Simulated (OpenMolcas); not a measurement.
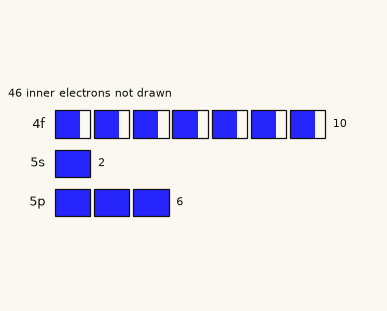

The outer shells of the leading configuration of the lowest level: a box for each of the 2l + 1 orbitals, shaded by the share of the shell that is filled, with the electron count at the right.

Multiconfigurational calculation: Dy²⁺ complex (part 1 of 2)

- system: Dy²⁺ with 6 ligands (F; trigonal antiprism, 2.43 Å), neutralised by 6 outer point charges of +0.67 e, whose field is part of the energies.
- method: state-averaged CASSCF, active space 10 electrons in the shell 4f, basis ANO-RCC-VDZP on the metal and ANO-RCC-VDZP on the ligands, DKH2 scalar Hamiltonian, spin-orbit coupling by RASSI with atomic mean-field integrals (OpenMolcas)

## The program's output (extracts)
```
--- SEWARD ---
Basis set label: DY.ANO-RCC...7S6P4D2F1G.

      Electronic valence basis set:
      ------------------
      Associated Effective Charge  66.000000 au
      Associated Actual Charge     66.000000 au
      Nuclear Model: Point charge

      Shell  nPrim  nBasis  Cartesian Spherical Contaminant
         s      25       7        X
         p      22       6        X
         d      15       4                 X
         f      11       2                 X
         g       4       1                 X
                  Relativistic Douglas-Kroll-Hess integrals:
                    - DKH order of Hamiltonian: 2
                    - DKH order of Properties : 0
                  Atomic mean-field integrals
--- RASSCF ---
Wave function specifications:
      -----------------------------

      Number of closed shell electrons         114
      Number of electrons in active shells      10
      Max number of holes in RAS1 space          0
      Max nr of electrons in RAS3 space          0
      Number of inactive orbitals               57
      Number of active orbitals                  7
      Number of secondary orbitals              88
      Spin quantum number                      2.0
      State symmetry                             1
Orbital specifications:
      -----------------------

      Symmetry species                           1   2
                                                ag  au
      Frozen orbitals                            0   0
      Inactive orbitals                         30  27
      Active orbitals                            0   7
      RAS1 orbitals                              0   0
      RAS2 orbitals                              0   7
      RAS3 orbitals                              0   0
      Secondary orbitals                        48  40
      Deleted orbitals                           0   0
      Number of basis functions                 78  74
      Number of CSFs                            35
      Number of root(s) required                35
      Iter CI   SX   CI       RASSCF       Energy    max ROT     max BLB   max BLB  Level Ln srch  Step   QN
          iter iter root      energy       change     param      element    value   shift minimum  type update
 Nr of preliminary CI iterations:   1
      Total energies have been shifted. Add               -12000.00 au
        1   1   11    0  -744.19997681    0.00E+00  -7.24E-02   16  50 2 -3.66E-01*  0.60   0.00    SX    NO
        2   1   12    0  -744.92850629   -7.29E-01* -1.60E-02   33  40 2  6.55E-02*  0.56   0.00    SX    NO
        3   1   12    0  -744.95254033   -2.40E-02*  1.58E-02   31  38 2 -6.60E-02*  0.42   0.00    SX    NO
        4   1   11    0  -744.95605947   -3.52E-03* -1.52E-02   28  35 2  6.81E-02*  0.53   0.00    SX    NO
        5   1   12    0  -744.95722173   -1.16E-03*  1.41E-02   33  40 2 -6.47E-02*  0.42   0.53    SX   YES
        6   1   11    0  -744.95855801   -1.34E-03* -1.20E-02   33  40 2  5.72E-02*  0.52   0.54    SX   YES
        7   1   12    0  -744.95973999   -1.18E-03*  1.04E-02   33  40 2 -4.71E-02*  0.43   0.55    SX   YES
        8   1   11    0  -744.96017330   -4.33E-04*  4.82E-03   33  40 2  4.36E-02*  0.51   0.52    LS   YES
        9   1   10    0  -744.96229712   -2.12E-03* -3.49E-04   30  37 2  1.49E-03*  0.47   1.03    QN   YES
       10   1    9    0  -744.96231220   -1.51E-05*  2.69E-04   20  45 1 -4.55E-04*  0.47   1.77    LS   YES
       11   1    9    0  -744.96231564   -3.44E-06*  1.61E-04   28  35 2 -1.04E-03*  0.47   0.98    QN   YES
       12   1    8    0  -744.96231764   -2.00E-06*  7.53E-05   34  41 2 -1.88E-04*  0.47   1.30    QN   YES
       13   1    7    0  -744.96231785   -2.14E-07* -2.10E-05   19  32 1 -4.39E-05   0.47   1.18    QN   YES
       14   1    6    0  -744.96231788   -2.47E-08* -8.29E-06   31  38 2  2.57E-05   0.47   1.25    QN   YES
       15   1    5    0  -744.96231788   -9.17E-10  -9.81E-07   31  38 2  4.13E-06   0.47   0.50    QN   YES
      Convergence after 15 iterations
       16   1    5    0  -744.96231788    1.68E-09  -9.81E-07   12  47 2  1.10E-06   0.47   0.50    QN   YES
      Natural orbitals and occupation numbers for root  1
      sym 2:   1.105962   1.193656   1.894038   1.000000   1.806344   1.806344   1.193656
      Natural orbitals and occupation numbers for root  2
      sym 2:   1.055146   1.941897   1.607219   1.057840   1.554974   1.392678   1.390246
      Natural orbitals and occupation numbers for root  3
      sym 2:   1.061764   1.308988   1.719369   1.118985   1.275601   1.862072   1.653222
::    RASSCF root number  1 Total energy: -12745.03781599
::    RASSCF root number  2 Total energy: -12745.03757086
::    RASSCF root number  3 Total energy: -12745.03757086
::    RASSCF root number  4 Total energy: -12745.03746026
::    RASSCF root number  5 Total energy: -12745.03734501
::    RASSCF root number  6 Total energy: -12745.03734500
::    RASSCF root number  7 Total energy: -12745.03663232
::    RASSCF root number  8 Total energy: -12745.03663232
::    RASSCF root number  9 Total energy: -12745.03659357
::    RASSCF root number 10 Total energy: -12745.03638285
::    RASSCF root number 11 Total energy: -12745.03634194
::    RASSCF root number 12 Total energy: -12745.03633153
::    RASSCF root number 13 Total energy: -12745.03633153
::    RASSCF root number 14 Total energy: -12744.96318224
::    RASSCF root number 15 Total energy: -12744.96274900
::    RASSCF root number 16 Total energy: -12744.96264701
::    RASSCF root number 17 Total energy: -12744.96264700
::    RASSCF root number 18 Total energy: -12744.96234861
::    RASSCF root number 19 Total energy: -12744.96180341
::    RASSCF root number 20 Total energy: -12744.96180341
::    RASSCF root number 21 Total energy: -12744.96159524
::    RASSCF root number 22 Total energy: -12744.92082460
::    RASSCF root number 23 Total energy: -12744.92082460
::    RASSCF root number 24 Total energy: -12744.92059843
::    RASSCF root number 25 Total energy: -12744.91974984
::    RASSCF root number 26 Total energy: -12744.91974984
::    RASSCF root number 27 Total energy: -12744.91910467
::    RASSCF root number 28 Total energy: -12744.91897210
::    RASSCF root number 29 Total energy: -12744.91897210
::    RASSCF root number 30 Total energy: -12744.91804405
--- RASSCF ---
Wave function specifications:
      -----------------------------

      Number of closed shell electrons         114
      Number of electrons in active shells      10
      Max number of holes in RAS1 space          0
      Max nr of electrons in RAS3 space          0
      Number of inactive orbitals               57
      Number of active orbitals                  7
      Number of secondary orbitals              88
      Spin quantum number                      1.0
      State symmetry                             1
Orbital specifications:
      -----------------------

      Symmetry species                           1   2
                                                ag  au
      Frozen orbitals                            0   0
      Inactive orbitals                         30  27
      Active orbitals                            0   7
      RAS1 orbitals                              0   0
      RAS2 orbitals                              0   7
      RAS3 orbitals                              0   0
      Secondary orbitals                        48  40
      Deleted orbitals                           0   0
      Number of basis functions                 78  74
      Number of CSFs                           210
      Number of root(s) required               162
      Iter CI   SX   CI       RASSCF       Energy    max ROT     max BLB   max BLB  Level Ln srch  Step   QN
          iter iter root      energy       change     param      element    value   shift minimum  type update
 Nr of preliminary CI iterations:   1
        1   1    0    0-12744.86132788    0.00E+00   0.00E+00   32  39 2 -9.44E-03*  0.00   0.00    SX    NO
      Natural orbitals and occupation numbers for root  1
      sym 2:   1.413878   1.416743   1.440249   1.433399   1.440249   1.438739   1.416743
      Natural orbitals and occupation numbers for root  2
      sym 2:   1.408771   1.444817   1.444575   1.427949   1.436412   1.420636   1.416840
      Natural orbitals and occupation numbers for root  3
      sym 2:   1.409369   1.415662   1.443362   1.427696   1.444395   1.438880   1.420636
::    RASSCF root number  1 Total energy: -12744.94862906
::    RASSCF root number  2 Total energy: -12744.94862624
::    RASSCF root number  3 Total energy: -12744.94862624
::    RASSCF root number  4 Total energy: -12744.94862212
::    RASSCF root number  5 Total energy: -12744.94861991
::    RASSCF root number  6 Total energy: -12744.94861991
::    RASSCF root number  7 Total energy: -12744.94839958
::    RASSCF root number  8 Total energy: -12744.94839958
::    RASSCF root number  9 Total energy: -12744.94838810
::    RASSCF root number 10 Total energy: -12744.94837366
::    RASSCF root number 11 Total energy: -12744.94833485
::    RASSCF root number 12 Total energy: -12744.94833485
::    RASSCF root number 13 Total energy: -12744.94827839
::    RASSCF root number 14 Total energy: -12744.94827839
::    RASSCF root number 15 Total energy: -12744.94825908
::    RASSCF root number 16 Total energy: -12744.92413125
::    RASSCF root number 17 Total energy: -12744.92412742
::    RASSCF root number 18 Total energy: -12744.92412742
::    RASSCF root number 19 Total energy: -12744.92407381
::    RASSCF root number 20 Total energy: -12744.92406926
::    RASSCF root number 21 Total energy: -12744.92406926
::    RASSCF root number 22 Total energy: -12744.92362255
::    RASSCF root number 23 Total energy: -12744.92357034
::    RASSCF root number 24 Total energy: -12744.92357034
::    RASSCF root number 25 Total energy: -12744.92319107
::    RASSCF root number 26 Total energy: -12744.92319107
::    RASSCF root number 27 Total energy: -12744.91454652
::    RASSCF root number 28 Total energy: -12744.91454652
::    RASSCF root number 29 Total energy: -12744.91449171
::    RASSCF root number 30 Total energy: -12744.91447854
--- RASSCF ---
Wave function specifications:
      -----------------------------

      Number of closed shell electrons         114
      Number of electrons in active shells      10
      Max number of holes in RAS1 space          0
      Max nr of electrons in RAS3 space          0
      Number of inactive orbitals               57
      Number of active orbitals                  7
      Number of secondary orbitals              88
      Spin quantum number                      0.0
      State symmetry                             1
Orbital specifications:
      -----------------------

      Symmetry species                           1   2
                                                ag  au
      Frozen orbitals                            0   0
      Inactive orbitals                         30  27
      Active orbitals                            0   7
      RAS1 orbitals                              0   0
      RAS2 orbitals                              0   7
      RAS3 orbitals                              0   0
      Secondary orbitals                        48  40
      Deleted orbitals                           0   0
      Number of basis functions                 78  74
      Number of CSFs                           196
      Number of root(s) required               162
      Iter CI   SX   CI       RASSCF       Energy    max ROT     max BLB   max BLB  Level Ln srch  Step   QN
          iter iter root      energy       change     param      element    value   shift minimum  type update
 Nr of preliminary CI iterations:   1
        1   1    0    0-12744.78633868    0.00E+00   0.00E+00   32  39 2 -1.63E-02*  0.00   0.00    SX    NO
      Natural orbitals and occupation numbers for root  1
      sym 2:   1.285029   1.302941   1.804593   1.119602   1.814929   1.360569   1.312337
      Natural orbitals and occupation numbers for root  2
      sym 2:   1.285812   1.300863   1.815037   1.119606   1.804483   1.360547   1.313653
      Natural orbitals and occupation numbers for root  3
      sym 2:   1.857897   1.527803   1.520800   1.213475   1.320636   1.246294   1.313095
::    RASSCF root number  1 Total energy: -12744.89495772
::    RASSCF root number  2 Total energy: -12744.89495772
::    RASSCF root number  3 Total energy: -12744.89488335
::    RASSCF root number  4 Total energy: -12744.89488335
::    RASSCF root number  5 Total energy: -12744.89462060
::    RASSCF root number  6 Total energy: -12744.89454659
::    RASSCF root number  7 Total energy: -12744.89432885
::    RASSCF root number  8 Total energy: -12744.89432885
::    RASSCF root number  9 Total energy: -12744.89430028
::    RASSCF root number 10 Total energy: -12744.89425984
::    RASSCF root number 11 Total energy: -12744.89425984
::    RASSCF root number 12 Total energy: -12744.89396658
::    RASSCF root number 13 Total energy: -12744.89389155
::    RASSCF root number 14 Total energy: -12744.89389155
::    RASSCF root number 15 Total energy: -12744.89374018
::    RASSCF root number 16 Total energy: -12744.89374018
::    RASSCF root number 17 Total energy: -12744.89368867
::    RASSCF root number 18 Total energy: -12744.87865819
::    RASSCF root number 19 Total energy: -12744.87865819
::    RASSCF root number 20 Total energy: -12744.87864025
::    RASSCF root number 21 Total energy: -12744.87741477
::    RASSCF root number 22 Total energy: -12744.87741477
::    RASSCF root number 23 Total energy: -12744.86684719
::    RASSCF root number 24 Total energy: -12744.86634135
::    RASSCF root number 25 Total energy: -12744.86634135
::    RASSCF root number 26 Total energy: -12744.86592804
::    RASSCF root number 27 Total energy: -12744.86574502
::    RASSCF root number 28 Total energy: -12744.86574502
::    RASSCF root number 29 Total energy: -12744.86510253
::    RASSCF root number 30 Total energy: -12744.86446551
```

(Continued in part 2.) Outcome of the run: converged.
